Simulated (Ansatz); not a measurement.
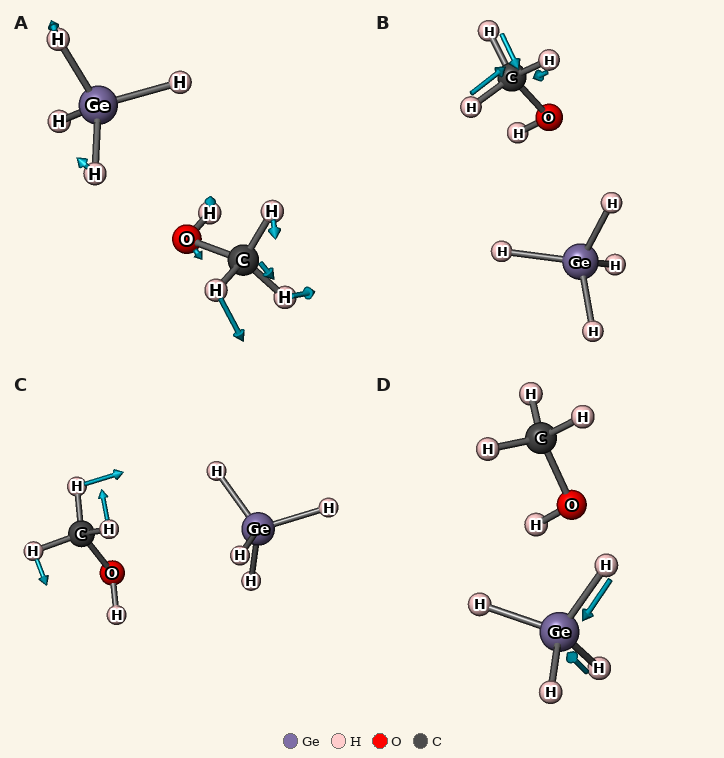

4 normal modes of one molecule or complex, as arrows. Harmonic vibrations computed with RKS PBE0-D4/def2-TZVP (Ansatz 0.2.0) at a stationary point of the same level.

### Match the panels to the wavenumbers 60 cm⁻¹, 1491 cm⁻¹, 2178 cm⁻¹, 3010 cm⁻¹.

A: 60 cm⁻¹
B: 3010 cm⁻¹, in-phase stretching of 2 C–H bonds
C: 1491 cm⁻¹, H–C–H bending
D: 2178 cm⁻¹, in-phase stretching of 2 Ge–H bonds
